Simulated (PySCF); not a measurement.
## Electronic structure of C6H10OSi in real space

```xyz
18

C    -2.1387   -0.2424   -0.7730
C    -1.8906   -0.3974    0.7207
C    -0.5918    0.2787    1.1624
Si    0.9642   -0.4968    0.3943
C     2.5828    0.5025    0.5252
C     2.7467    0.7109   -0.7919
C     1.5729    0.0385   -1.3849
O     1.2348   -0.0804   -2.5358
H    -1.3415   -0.7064   -1.3486
H    -2.1826    0.8102   -1.0437
H    -3.0810   -0.7074   -1.0542
H    -2.7271    0.0433    1.2701
H    -1.8535   -1.4587    0.9766
H    -0.6434    1.3413    0.9145
H    -0.5143    0.2162    2.2501
H     1.0770   -1.9216    0.7209
H     3.2468    0.8427    1.3037
H     3.5306    1.2330   -1.3180
```

Geometry: GFN2-xTB.

Method: PySCF 2.14.0, CAM-B3LYP/def2-SVPD, SCF density, gas phase.

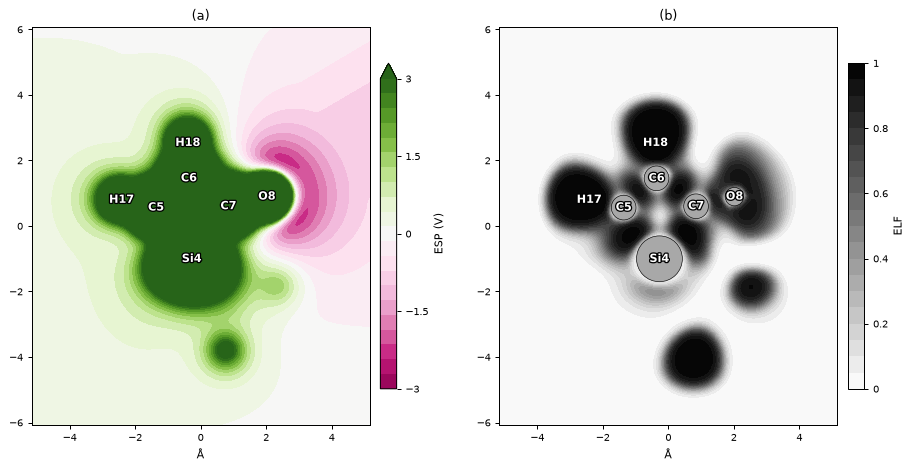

Figure 1. (a) molecular electrostatic potential; (b) ELF on the plane of atoms C6, C5 and H17. Grey discs cover the atomic cores in the ELF map.

### Read the bonding off the picture.

Atoms in the plane: Si, C, O and H.
C–O (1.21 Å): the ELF peaks at about 0.90 between the atoms: a short, multiple covalent bond.
C–C (1.34 Å): the ELF peaks at about 0.95 between the atoms (a short, multiple covalent bond).
C–Si (1.91 Å): the ELF peaks at about 0.95 between the atoms; localised, covalent bonding.
C–H (1.08 Å): the ELF climbs to about 1 towards the hydrogen, as it does in any bond to H; an ordinary covalent bond to hydrogen.
C–C (1.48 Å): the ELF peaks at about 0.95 between the atoms: a covalent bond.
The ELF also peaks beside O8, away from the bonds: lone-pair regions.
Outside the dense part of the molecule the potential is most negative (−2.3 V) near O8.

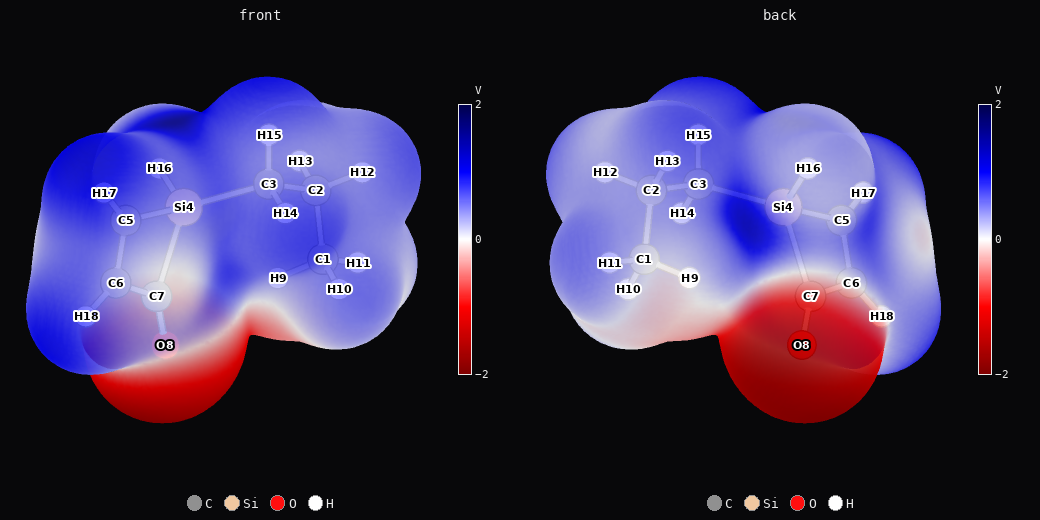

Figure 2. The electrostatic potential painted on the density surface at 0.002 e/bohr³, seen from the front and from behind; the colour scale runs from red (negative) to blue (positive).

### Describe the electrostatic potential map.

The most negative region (about −1.9 V, or −44 kcal/mol for a unit charge) lies over O8, the most positive (about +1.4 V, or +32 kcal/mol for a unit charge) over Si4. O8 is the likeliest acceptor of a hydrogen bond.

### How polar is the molecule by this calculation?

Its dipole moment is 3.63 D.
